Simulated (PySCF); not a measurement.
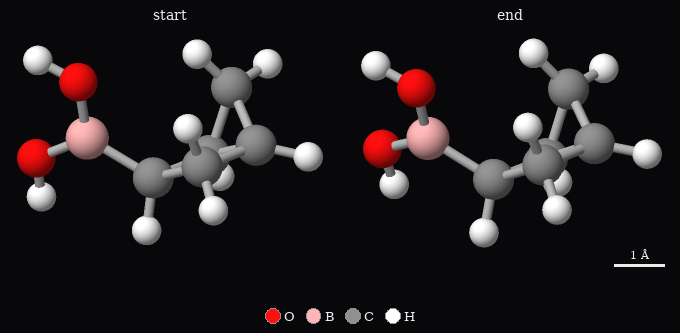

The structure of C₅H₉BO₂ before (left) and after (right) a relaxation, at one scale.

Style: ball-and-stick. Shown face on.

The start comes from GFN2-xTB. Its atoms were then displaced at random by about 0.01 Å.

These are results of PBE0-D3(BJ)/def2-SVP geometry optimisation, gas phase (PySCF 2.14.0, density-fitted response routines), not measurements. 

Describe what moved and what it gained.

Over 11 geometry steps the energy falls by 0.155 eV. The largest move after the best rigid fit is that of an H atom, 0.44 Å. By element the largest moves are H 0.44 Å, O 0.28 Å, C 0.10 Å, B 0.04 Å. Some distances before and after: C–H 1.064 → 1.096 Å, H–O 0.938 → 0.961 Å, B–O 1.355 → 1.369 Å, C–H 1.089 → 1.103 Å. Bond angles that change, for instance: B–O–H 117.4° → 111.3°, B–O–H 118.2° → 112.8°, C–C–H 107.2° → 110.5°.
